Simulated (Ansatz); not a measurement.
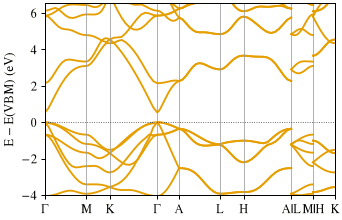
Figure: Band structure from plane-wave PAW PBE (Ansatz code)

Problem. Read off the gap and where the band edges lie.

Solution. About 0.5 eV (0.54 eV by a search for the band edges); maximum at Γ, minimum at Γ.

The material is CdSe (wurtzite, P6_3mc).

The PBE relaxation kept the symmetry of its start. Scalar-relativistic: spin–orbit coupling is off unless named, which matters more the heavier the elements.

Potentials: the later of the program's two PAW sets.
